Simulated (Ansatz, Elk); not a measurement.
# RbBiCl6: X-ray structure factors from the self-consistent density

The structure of RbBiCl6 used here is made up (a known structure type with other elements) and was relaxed beforehand with r2SCAN. The aim is the Fourier transform of its all-electron density, F(hkl), set beside the sum over free spherical atoms that refinements use.

Program: Elk 11.2.3 (patched build). Level of theory: DFT, PBE, all-electron APW+lo, Dirac cores, scalar-relativistic bands, static density, no spin. Results are calculated unless marked as measured.

The structure was built from a prototype and need not be the compound's stable phase.

## (1) The starting structure

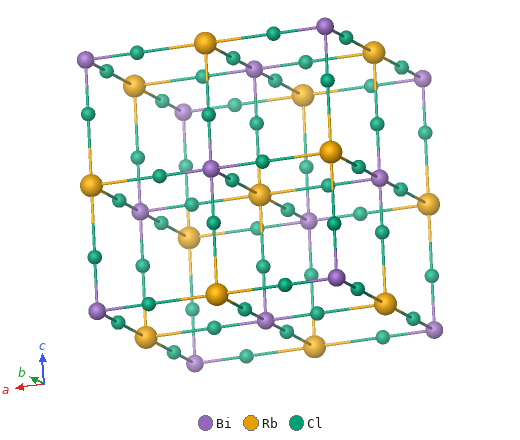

The starting structure, seen from a free direction (bismuth purple, rubidium orange, chlorine teal). This picture shows the conventional cell, with its axes. Some periodic images of atoms are drawn too.

## (2) Ground state and structure factors

An all-electron density is needed, since X-rays see the cores too. Task 0 finds the density and task 195 Fourier-transforms it; tshift is off so that phases refer to the origin typed.

Input file elk.in:

```
tasks
  0
  195

xctype
  20

spinpol
  .false.

rgkmax
  7.0

gmaxvr
  14.0

lmaxo
  7

lmaxapw
  8

swidth
  0.002

tshift
  .false.

ramdisk
  .false.

hmaxvr
  5.5

maxscl
  120

epspot
  1e-06

sppath
  './'

avec
  -0.00000000000 10.94017439118 10.94017439118
  10.94017439118 -0.00000000000 10.94017439118
  10.94017439118 10.94017439118 -0.00000000000

atoms
  3
  'Bi.in'
  1
  0.0000000000 -0.0000000000 -0.0000000000   0.000000 0.000000 0.000000
  'Rb.in'
  1
  0.5000000000 0.5000000000 0.5000000000   0.000000 0.000000 0.000000
  'Cl.in'
  6
  0.2151071341 0.7848928659 0.7848928659   0.000000 0.000000 0.000000
  0.7848928659 0.2151071341 0.7848928659   0.000000 0.000000 0.000000
  0.2151071341 0.2151071341 0.7848928659   0.000000 0.000000 0.000000
  0.7848928659 0.2151071341 0.2151071341   0.000000 0.000000 0.000000
  0.2151071341 0.7848928659 0.2151071341   0.000000 0.000000 0.000000
  0.7848928659 0.7848928659 0.2151071341   0.000000 0.000000 0.000000

ngridk
  4 4 4
```

Started as:

```console
OMP_NUM_THREADS=4 elk
```

Numbers of over 12 decimals in the logs are rounded to 6 here.

The log of the run:

```text
┌─────────────────────────┐
│ Elk code version 11.2.3 │
└─────────────────────────┘

All units are atomic (Hartree, Bohr, etc.)

┌─────────────────────────────────────────────────┐
│ Ground-state run starting from atomic densities │
└─────────────────────────────────────────────────┘

Lattice vectors :
  -0.000000000       10.94017439       10.94017439
   10.94017439      -0.000000000       10.94017439
   10.94017439       10.94017439      -0.000000000

Reciprocal lattice vectors :
 -0.2871611129      0.2871611129      0.2871611129
  0.2871611129     -0.2871611129      0.2871611129
  0.2871611129      0.2871611129     -0.2871611129

Unit cell volume      :    2618.802401
Brillouin zone volume :   0.9471894992E-01

Muffin-tin inner radius fraction :   0.1000000000E-01

Nuclei treated as point charges

Species : 1 (Bi)
 parameters loaded from : Bi.in
 name : bismuth
 nuclear charge    :   -83.00000000
 electronic charge :    83.00000000
 atomic mass :    380947.9285
 muffin-tin radius :    2.607706707
 number of radial points in muffin-tin :   1393
 inner part over the whole radius :   0.9942960320E-02
 number on inner part of muffin-tin    :    999
 approximate nuclear radius :   0.1052171418E-03
 number of mesh points to nuclear radius :    528
 atomic positions (lattice), magnetic fields (Cartesian) :
  1 :   0.00000000  0.00000000  0.00000000    0.00000000  0.00000000  0.00000000

Species : 2 (Rb)
 parameters loaded from : Rb.in
 name : rubidium
 nuclear charge    :   -37.00000000
 electronic charge :    37.00000000
 atomic mass :    155798.2686
 muffin-tin radius :    2.600000000
 number of radial points in muffin-tin :   1193
 inner part over the whole radius :   0.9947532429E-02
 number on inner part of muffin-tin    :    847
 approximate nuclear radius :   0.7999050501E-04
 number of mesh points to nuclear radius :    413
 atomic positions (lattice), magnetic fields (Cartesian) :
  1 :   0.50000000  0.50000000  0.50000000    0.00000000  0.00000000  0.00000000

Species : 3 (Cl)
 parameters loaded from : Cl.in
 name : chlorine
 nuclear charge    :   -17.00000000
 electronic charge :    17.00000000
 atomic mass :    64626.86550
 muffin-tin radius :    2.048912413
 number of radial points in muffin-tin :    793
 inner part over the whole radius :   0.9822151797E-02
 number on inner part of muffin-tin    :    553
 approximate nuclear radius :   0.6305718926E-04
 number of mesh points to nuclear radius :    254
 atomic positions (lattice), magnetic fields (Cartesian) :
  1 :   0.21510713 -0.21510713 -0.21510713    0.00000000  0.00000000  0.00000000
  2 :  -0.21510713  0.21510713 -0.21510713    0.00000000  0.00000000  0.00000000
  3 :   0.21510713  0.21510713 -0.21510713    0.00000000  0.00000000  0.00000000
  4 :  -0.21510713  0.21510713  0.21510713    0.00000000  0.00000000  0.00000000
  5 :   0.21510713 -0.21510713  0.21510713    0.00000000  0.00000000  0.00000000
  6 :  -0.21510713 -0.21510713  0.21510713    0.00000000  0.00000000  0.00000000

Total number of atoms per unit cell :    8
Total muffin-tin volume :    364.0782462
 ratio of muffin-tin to unit cell volume :   0.1390247107

Spin treatment :
 spin-unpolarised

Number of Bravais lattice symmetries :   48
Number of crystal symmetries         :   48
Crystal has inversion symmetry
Real symmetric eigensolver will be used

k-point grid :      4     4     4
k-point offset :    0.000000000       0.000000000       0.000000000
k-point set is reduced with full crystal symmetry group
Total number of k-points :        8

Muffin-tin radius times maximum |G+k| :    7.000000000
 using average radius
Maximum |G+k| for APW functions       :    3.199784027
Maximum (1/2)|G+k|²                   :    5.119308909
Maximum |G| for potential and density :    14.00000000
Constant for pseudocharge density :    9
 order of it for each species :   16  16  16
 order of it for pair densities of each species (exact exchange by exxq0 0: 17) :   14  14   8
Radial integration step length :    1

[...]
correlation                 :     -10.925746039498
 electron entropic           :    -0.40775557036675E-08
 total energy                :     -27333.837925599

Density of states at Fermi energy :   0.5718810433E-04
 (states/Hartree/unit cell)

Estimated indirect band gap :   0.6236844199E-01
 from k-point 7 to k-point 1
Estimated direct band gap   :   0.6236849842E-01
 at k-point 1

Charges :
 core                        :    156.0000000
 valence                     :    66.00000000
 interstitial                :    14.72524672
 muffin-tins (core leakage)
  species : 1 (Bi)
[...]
species : 2 (Rb)
[...]
species : 3 (Cl)
[...]
total in muffin-tins        :    207.2747533
 total calculated charge     :    221.9958114
 total charge                :    222.0000000
 error                       :   0.4188571301E-02

RMS change in Kohn-Sham potential (target) :   0.3169246395     (  0.1000000000E-05)
Absolute change in total energy (target)   :   0.6304306732     (  0.1000000000E-03)

[... loops 3 to 12 left out ...]

┌──────────────────┐
│ Loop number : 13 │
└──────────────────┘

Energies :
 Fermi                       :    -0.92482774557123E-01
 sum of occupied eigenvalues :     -16733.681358380
 electron kinetic            :      31095.290936584
 core electron kinetic       :      30795.172458105
 Coulomb                     :     -57758.803098048
 Coulomb potential           :     -46956.975846289
 nuclear-nuclear             :     -1226.3875653114
 electron-nuclear            :     -66121.772945020
 Hartree                     :      9589.3574122841
 Madelung                    :     -34280.315174903
 xc potential                :     -871.99644867550
 exchange                    :     -657.81473748516
 correlation                 :     -10.931750504449
 electron entropic           :    -0.75801700819248E-05
 total energy                :     -27332.258657033

Density of states at Fermi energy :   0.1945745588
 (states/Hartree/unit cell)

Estimated indirect band gap :   0.2972988504E-01
 from k-point 7 to k-point 1
Estimated direct band gap   :   0.2978440901E-01
 at k-point 1

Charges :
 core                        :    156.0000000
 valence                     :    66.00000000
 interstitial                :    14.75944205
 muffin-tins (core leakage)
  species : 1 (Bi)
[...]
species : 2 (Rb)
[...]
species : 3 (Cl)
[...]
total in muffin-tins        :    207.2405579
 total calculated charge     :    221.9959268
 total charge                :    222.0000000
 error                       :   0.4073226636E-02

RMS change in Kohn-Sham potential (target) :   0.3796225245E-06 (  0.1000000000E-05)
Absolute change in total energy (target)   :   0.2472168126E-04 (  0.1000000000E-03)

Convergence targets achieved

┌──────────────────┐
│ Loop number : 14 │
└──────────────────┘

Energies :
 Fermi                       :    -0.92482902498505E-01
 sum of occupied eigenvalues :     -16733.681392445
 electron kinetic            :      31095.290905140
 core electron kinetic       :      30795.172445259
 Coulomb                     :     -57758.803097483
 Coulomb potential           :     -46956.975845881
 nuclear-nuclear             :     -1226.3875653114
 electron-nuclear            :     -66121.772944486
 Hartree                     :      9589.3574123139
 Madelung                    :     -34280.315174543
 xc potential                :     -871.99645170485
 exchange                    :     -657.81473756285
 correlation                 :     -10.931750521877
 electron entropic           :    -0.75806471905227E-05
 total energy                :     -27332.258688008

Density of states at Fermi energy :   0.1945881599
 (states/Hartree/unit cell)

Estimated indirect band gap :   0.2972960608E-01
 from k-point 7 to k-point 1
Estimated direct band gap   :   0.2978413029E-01
 at k-point 1

Charges :
 core                        :    156.0000000
 valence                     :    66.00000000
 interstitial                :    14.75943911
 muffin-tins (core leakage)
  species : 1 (Bi)
[...]
species : 2 (Rb)
[...]
species : 3 (Cl)
[...]
atom 4                    :    15.20011546     (  0.4709464524E-04)
   atom 5                    :    15.20011546     (  0.4709464524E-04)
   atom 6                    :    15.20011546     (  0.4709464524E-04)
 total in muffin-tins        :    207.2405609
 total calculated charge     :    221.9959268
 total charge                :    222.0000000
 error                       :   0.4073230136E-02

┌──────────────────────────────┐
│ Self-consistent loop stopped │
└──────────────────────────────┘

Warning : core states of species 1 leak from the muffin-tin :   0.1745126916E-02

Wrote STATE.OUT
```

Wall time 1.9 min (4 threads of Arm Neoverse V2, shared host); peak memory 0.65 GiB.

SFACRHO.OUT:

```text

h k l indices transformed by vhmat matrix:
   1.000000000       0.000000000       0.000000000    
   0.000000000       1.000000000       0.000000000    
   0.000000000       0.000000000       1.000000000    

      h      k      l  multipl.   |H|            Re(F)            Im(F)           |F|

      0      0      0      1   0.0000000       222.00000     -0.75557863E-16   222.00000    
      0      0     -1      8  0.49737764       65.985395     -0.22714490E-14   65.985395    
     -1     -1      0      6  0.57432223       147.94494      0.13628694E-13   147.94494    
     -1      0      1     12  0.81221428       85.444052      0.10789383E-13   85.444052    
      1     -1     -1     24  0.95240567       37.670184     -0.68143470E-14   37.670184    
      2      2      2      8  0.99475528       31.384489      0.23282352E-13   31.384489    
      2      2      0      6   1.1486445       171.33445     -0.39750358E-13   171.33445    
      3      1      1     24   1.2517063       15.990058      0.28393113E-13   15.990058    
      1      2      3     24   1.2842235       118.46961     -0.33624486E-13   118.46961    
      1      1     -2     24   1.4067964       70.804520     -0.13628694E-13   70.804520    
      0     -2     -3     24   1.4921329       70.215257     -0.97672307E-13   70.215257    
     -3     -3     -3      8   1.4921329      -1.8521639     -0.71550644E-13   1.8521639    
      0      2     -2     12   1.6244286       143.08747     -0.14764419E-13   143.08747    
     -3     -4     -2     48   1.6988681       49.377659     -0.85179338E-14   49.377659    
     -1     -1     -4     24   1.7229667       100.04055      0.31232424E-13   100.04055    
     -3      0     -3      6   1.7229667       128.70157      0.41650782E-13   128.70157    
     -3     -4     -1     24   1.8161663       87.529574      0.20443041E-13   87.529574    
      4      0      1     24   1.8830413       31.299907      0.64736297E-13   31.299907
```

Elk indexes on the primitive cell of elk.in and gives |H| = 4π sin θ/λ in inverse bohr. Below, one row stands for each form hkl of the conventional cell (m members, Friedel mates merged), F is for one primitive cell and the density is static (no thermal factor). Free-atom factors are Waasmaier and Kirfel's, and R is Σm||F|−|F'||/Σm|F|.

```csv
hkl,m,sin θ/λ (Å⁻¹),"abs F, DFT",neutral atoms,diff.,ions,diff.
111,8,0.075,65.985,66.099,-0.114,63.623,+2.362
200,6,0.086,147.945,148.176,-0.231,146.173,+1.772
220,12,0.122,85.444,86.058,-0.614,83.697,+1.747
311,24,0.143,37.670,38.062,-0.391,36.635,+1.035
222,8,0.150,31.384,32.165,-0.781,30.285,+1.100
400,6,0.173,171.334,170.900,+0.434,170.640,+0.694
331,24,0.188,15.990,16.433,-0.443,16.029,-0.039
420,24,0.193,118.470,118.367,+0.103,118.147,+0.323
422,24,0.212,70.805,70.806,-0.002,70.851,-0.047
511,24,0.224,70.215,69.883,+0.332,69.883,+0.333
333,8,0.224,1.852,1.450,+0.402,1.232,+0.620
440,12,0.244,143.088,143.153,-0.065,143.184,-0.096
531,48,0.256,49.378,49.276,+0.101,49.520,-0.142
442,24,0.259,100.040,100.051,-0.011,100.314,-0.274
600,6,0.259,128.702,128.681,+0.021,128.807,-0.105
620,24,0.273,87.530,87.428,+0.102,87.778,-0.248
533,24,0.283,31.300,31.273,+0.027,31.668,-0.368
622,24,0.286,48.757,48.510,+0.247,49.068,-0.310
```

The ions are Rb+, Bi5+ and Cl−, by formal charge.

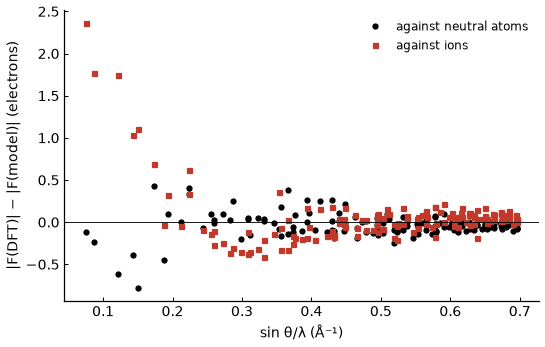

Difference between the calculated structure factors and the independent-atom ones.

## (3) The highest occupied states alone

An energy window below the Fermi level keeps the highest occupied states, to see at which angles they scatter; shallow core shells can lie inside it and anion s states outside. No new self-consistency is needed.

elk.in: that of step 2 with these lines changed.

```diff
@@ -1,3 +1,2 @@
 tasks
-  0
   195
@@ -40,2 +39,5 @@
 
+wsfac
+  -0.533470 0.207520
+
 sppath
```

Started as:

```console
OMP_NUM_THREADS=4 elk
```

The log of the run:

```text
┌─────────────────────────────────┐
│ Elk code version 11.2.3 started │
└─────────────────────────────────┘

Info(readinput): the functional depends on the density's gradient
 muffin-tin radial points multiplied by    2.00000
 (not where nrmtscf is given)

┌────────────────────┐
│ Current task : 195 │
└────────────────────┘
Info(checkmt): changed muffin-tin radius of species 1 (Bi) from   2.8000 to   2.6077
Info(checkmt): changed muffin-tin radius of species 3 (Cl) from   2.2000 to   2.0489

Info(sfacrho): density structure factors written to SFACRHO.OUT

 Energy window :  -0.5334700000      0.2075200000

┌──────────────────┐
│ Elk code stopped │
└──────────────────┘
```

The job ended after 51 s (4 threads; peak memory 0.39 GiB; 54 s of CPU time).

States within 12 eV below the Fermi level hold 42.00 electrons; any levels below the window count with the cores. Their amplitudes can exceed the total, where window and core parts have opposite phase:

```csv
hkl,sin θ/λ (Å⁻¹),"abs F, window","abs F, all"
111,0.075,2.864,65.985
200,0.086,16.384,147.945
220,0.122,0.487,85.444
311,0.143,3.708,37.670
222,0.150,11.300,31.384
400,0.173,15.682,171.334
331,0.188,5.958,15.990
420,0.193,5.566,118.470
422,0.212,1.176,70.805
511,0.224,1.998,70.215
```

## (4) Another functional

The difference from free atoms is small, so it is set against the change that PBEsol makes.

elk.in: that of step 3 with these lines changed.

```diff
@@ -1,2 +1,3 @@
 tasks
+  0
   195
@@ -4,3 +5,3 @@
 xctype
-  20
+  22
 
@@ -39,5 +40,2 @@
 
-wsfac
-  -0.533470 0.207520
-
 sppath
```

Started as:

```console
OMP_NUM_THREADS=4 elk
```

The log of the run:

```text
┌─────────────────────────┐
│ Elk code version 11.2.3 │
└─────────────────────────┘

All units are atomic (Hartree, Bohr, etc.)

┌─────────────────────────────────────────────────┐
│ Ground-state run starting from atomic densities │
└─────────────────────────────────────────────────┘

Lattice vectors :
  -0.000000000       10.94017439       10.94017439
   10.94017439      -0.000000000       10.94017439
   10.94017439       10.94017439      -0.000000000

Reciprocal lattice vectors :
 -0.2871611129      0.2871611129      0.2871611129
[...]
species : 1 (Bi)
[...]
species : 2 (Rb)
[...]
species : 3 (Cl)
[...]
atom 5                    :    15.18461547     (  0.4751350612E-04)
   atom 6                    :    15.18461547     (  0.4751350612E-04)
 total in muffin-tins        :    207.1640391
 total calculated charge     :    221.9959535
 total charge                :    222.0000000
 error                       :   0.4046524079E-02

┌──────────────────────────────┐
│ Self-consistent loop stopped │
└──────────────────────────────┘

Warning : core states of species 1 leak from the muffin-tin :   0.1762187688E-02

Wrote STATE.OUT
[key lines of the parts left out:]
total energy                :     -27320.558962978
```

The job ended after 1.9 min (4 threads; peak memory 0.66 GiB).

Against the first run R = 0.02 %; the largest change is -0.062 at 400.

## (5) Basis size

A smaller basis shows how fast F responds to it; the change is likely larger than the basis error of the first run, but doesn't show convergence.

elk.in: that of step 4 with these lines changed.

```diff
@@ -5,3 +5,3 @@
 xctype
-  22
+  20
 
@@ -11,3 +11,3 @@
 rgkmax
-  7.0
+  5.5
```

Started as:

```console
OMP_NUM_THREADS=4 elk
```

The log of the run:

```text
┌─────────────────────────┐
│ Elk code version 11.2.3 │
└─────────────────────────┘

All units are atomic (Hartree, Bohr, etc.)

┌─────────────────────────────────────────────────┐
│ Ground-state run starting from atomic densities │
└─────────────────────────────────────────────────┘

Lattice vectors :
  -0.000000000       10.94017439       10.94017439
   10.94017439      -0.000000000       10.94017439
   10.94017439       10.94017439      -0.000000000

Reciprocal lattice vectors :
 -0.2871611129      0.2871611129      0.2871611129
[...]
species : 1 (Bi)
[...]
species : 2 (Rb)
[...]
species : 3 (Cl)
[...]
atom 5                    :    15.14908444     (  0.4677161803E-04)
   atom 6                    :    15.14908444     (  0.4677161803E-04)
 total in muffin-tins        :    206.9058021
 total calculated charge     :    221.9964031
 total charge                :    222.0000000
 error                       :   0.3596905787E-02

┌──────────────────────────────┐
│ Self-consistent loop stopped │
└──────────────────────────────┘

Warning : core states of species 1 leak from the muffin-tin :   0.1748461740E-02

Wrote STATE.OUT
[key lines of the parts left out:]
total energy                :     -27332.088433010
```

Wall time 79 s (4 threads); peak memory 0.44 GiB.

Against the first run R = 0.04 %; the largest change is -0.108 at 440.

## (6) Settings against the effect

```csv
run,R against the first run (%),"R against neutral atoms, low angle (%)",wall time
"PBE, rgkmax 7",0.00,0.29,1.9 min
PBEsol,0.02,0.28,1.9 min
rgkmax 5.5,0.04,0.30,79 s
```

## (7) Summary of results

| Item | Value |
| --- | --- |
| R against neutral atoms, sin θ/λ < 0.3 Å⁻¹ | 0.29 % |
| R against neutral atoms, 0.3 to 0.70 Å⁻¹ | 0.13 % |
| R against ions, below 0.3 Å⁻¹ | 0.64 % |

What this shows: Independent neutral atoms miss the calculated amplitudes by R = 0.29 % below 0.3 Å⁻¹ and 0.13 % from there to 0.70 Å⁻¹; by shells, 0.70 % below 0.15 Å⁻¹ (5 forms), 0.22 % 0.15 to 0.3 (14 forms), 0.19 % 0.3 to 0.45 (33 forms), 0.11 % above 0.45 (97 forms). Bonding, aspherical density and the tables' own atoms all enter these figures, and the runs don't part them. The largest change of an amplitude is -0.78 electrons, at 222. Weak lines can change much in proportion: 333 goes from 1.45 to 1.85. Formal ions give R = 0.64 % at low angle, further off than neutral atoms. The window's part falls from 42.0 electrons at the origin to at most 0.75 between 0.45 and 0.70 Å⁻¹. Below 0.3 Å⁻¹ the changes that finished (PBEsol and rgkmax 5.5) move F by R = 0.05 % at most, against the 0.29 % that separates it from free atoms. The k-mesh has no finished test. Spin-orbit coupling is left out, which can matter for elements this heavy. Part of the difference isn't bonding: the tables are fits to free atoms and ions calculated by other methods than this functional. Thermal motion, anomalous dispersion and extinction are left out.

[Logs are printed without paths, hosts, clocks, repeated set-up lines and the standing remarks that a program may print on its own settings, such as how far it seeks lower states.]

[Hosts, paths, dates, database ids (printed as entryN), source tags and the programs' standing remarks are cut or masked in the printed files.]
